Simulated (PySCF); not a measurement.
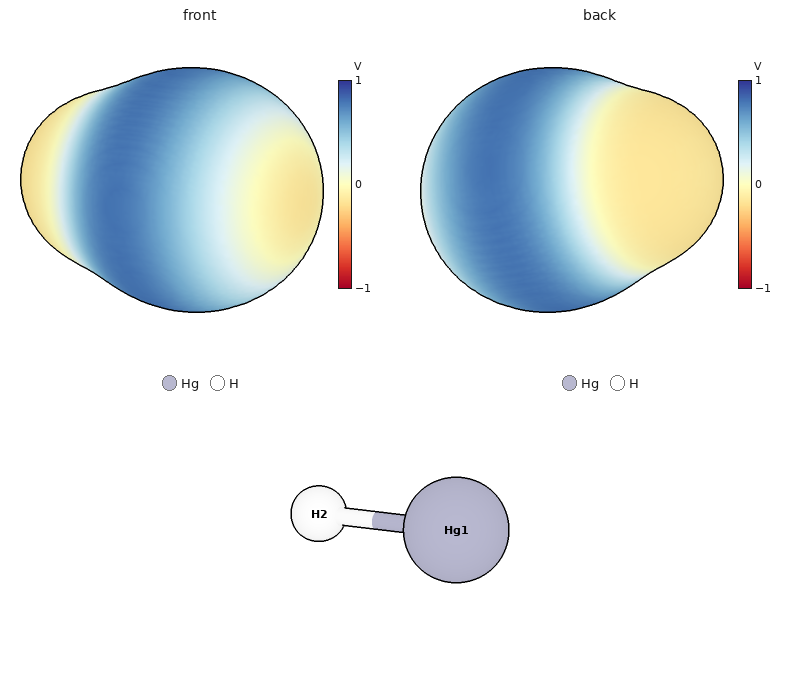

*HgH (doublet). The molecular electrostatic potential painted on the density surface at 0.002 e/bohr³, seen from the front and from behind; the colour scale runs from red (negative) to blue (positive). The bare structure is drawn below in the same view.*

Core potentials replace the inner electrons of Hg.

The calculation used PySCF 2.14.0, PBE0/cc-pVDZ(-PP), non-relativistic Hamiltonian with scalar-relativistic core potentials where named, at a bond length of 1.768 Å.

```xyz
2

Hg    0.0000    0.0000   -0.0088
H     0.0000    0.0000    1.7592
```

> Describe the electrostatic potential map.

The most negative region (about −0.2 V) lies over H2, the most positive (about +0.8 V) over Hg1.
